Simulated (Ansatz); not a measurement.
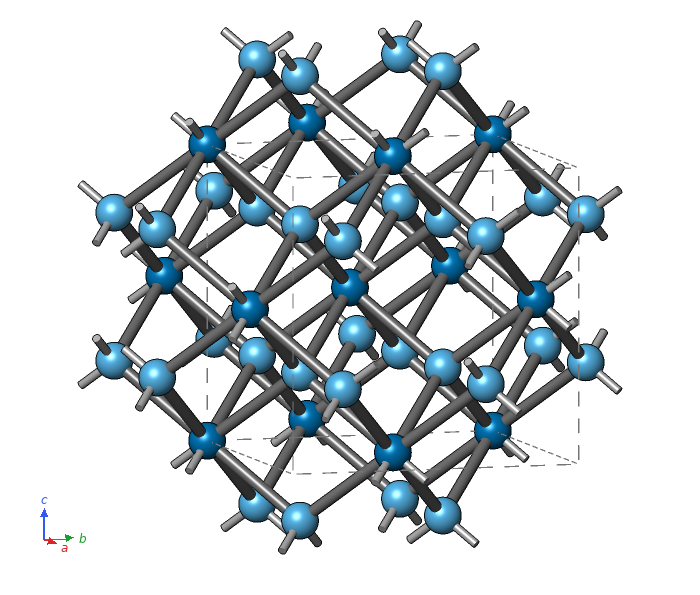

The picture shows a finite piece of the underlying net of a crystal structure, nodes on the atoms' positions. Nodes are coloured by topological kind. Edges to nodes outside the piece are drawn as stubs.

> Classify the net: periodicity, connectivity, name.

A binodal (4,8)-connected, three-periodic net. It is the flu net, known from fluorite.

> Give point symbol and coordination sequence of each kind of node.

4-connected node: 4⁶, sequence 4, 22, 24, 82, 64; 8-connected node: 4¹²·6¹²·8⁴, sequence 8, 12, 48, 42, 128.

The net was derived as follows. System Sn₂Ge (space group Fm-3m, No. 225); source of the atomic positions: coordinates from a relaxation with DFT LDA, scalar-relativistic, plane waves, PAW (Ansatz); the starting structure was generated, so it need not be a known form of this composition. Bonds are taken as Ge–Sn below 3.3 Å; no other contact counts. The graph is simplified in the usual way: terminal and isolated atoms are pruned, two-connected atoms become edges. Sn is a 4-connected node; Ge is an 8-connected node, in the ratio 2:1.
